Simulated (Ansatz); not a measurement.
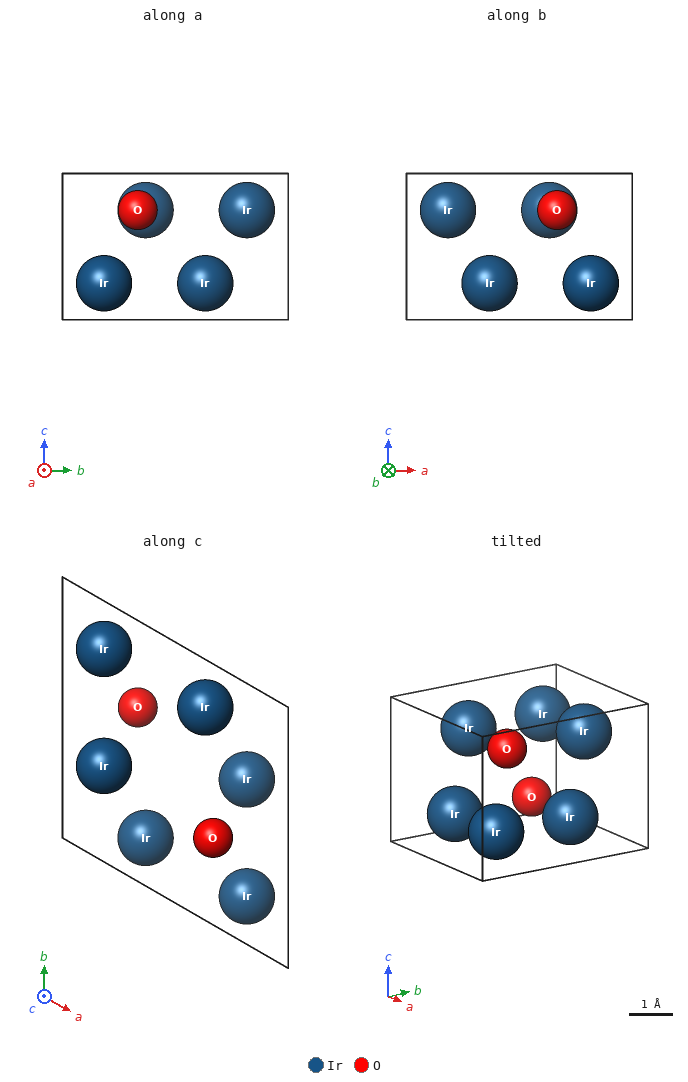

This spheres-only model is shown along the a axis, along the b axis, along the c axis and slightly off an axis. The lines enclose the conventional unit cell; boundary atoms appear with their images.

Lattice parameters: a = 6.078 Å, b = 6.078 Å, c = 3.409 Å, α = 90.00°, β = 90.00°, γ = 120.00°.

> Set out the cell and atoms as a table of Wyckoff sites, with free fractional coordinates to two decimals.

Space group P6_3/mmc (No. 194).
| atom | site | x | y | z |
| --- | --- | --- | --- | --- |
| Ir | 6h | 0.82 | 0.63 | 0.25 |
| O | 2c | 0.3333 | 0.6667 | 0.25 |

The structure was taken from a structure type filled with these elements by a generator (whether the compound takes this form wasn't checked). The picture shows the end point of a geometry optimisation with Ansatz, DFT PBE, scalar-relativistic, plane waves, PAW.
